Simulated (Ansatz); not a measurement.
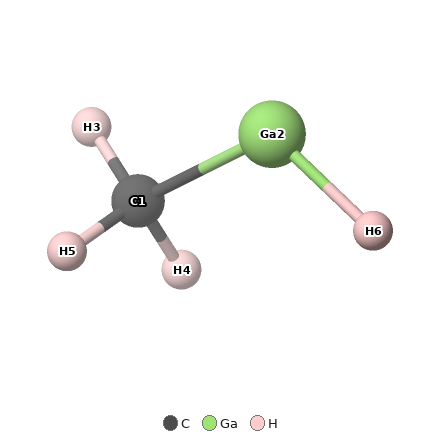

The system is CH₄Ga, SMILES [CH3][GaH], spin multiplicity 2; the picture shows the grid point nearest to the relaxed geometry. Two internal coordinates are moved rigidly from the geometry relaxed at PBE0-D4/def2-TZVP, all others fixed. First axis: angle H4–C1–H3. Second axis: torsion H3–C1–Ga2–H6. The grid has 5 × 5 points. Points are written as (first, second). All energies are given in kcal/mol relative to the lowest grid point. Method: UKS PBE-D4/def2-TZVPP in Ansatz.

Its coordinates:

```xyz
6

C    -0.0293   -0.4183   -0.5180
Ga    0.6857    0.3726    1.1621
H     0.5747   -1.2431   -0.8929
H    -1.0462   -0.7761   -0.3289
H    -0.0857    0.3647   -1.2803
H    -0.2568    1.3226    2.0440
```

Range: angle H4–C1–H3 from 91 to 127°; torsion H3–C1–Ga2–H6 from −164.4 to −68.4°.

**What landscape does the calculation give?**

The lowest grid point is at (109°, −164.4°). It lies at the edge of the scanned range, so the true minimum may lie outside. The energy also falls towards the edge at (109°, −68.4°) (0.28 kcal/mol above the lowest), where a further well may lie outside the range. The highest grid point, (127°, −92.4°), lies 5.92 kcal/mol above the lowest.

```tsv
torsion H3–C1–Ga2–H6 ↓, angle H4–C1–H3 →	91	100	109	118	127
−68.4	4.72	1.25	0.28	1.74	5.57
−92.4	4.93	1.36	0.37	1.92	5.92
−116.4	5.23	1.49	0.38	1.86	5.89
−140.4	5.35	1.47	0.21	1.53	5.38
−164.4	5.22	1.33	0.00	1.19	4.82
```

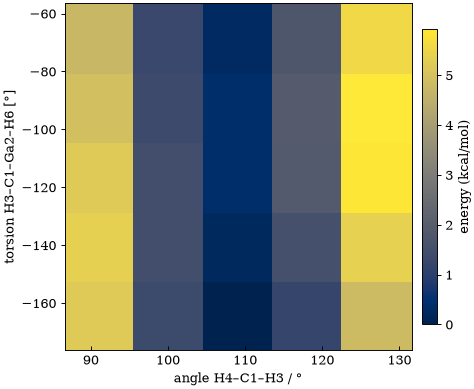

In the figure: one coloured cell a grid point.
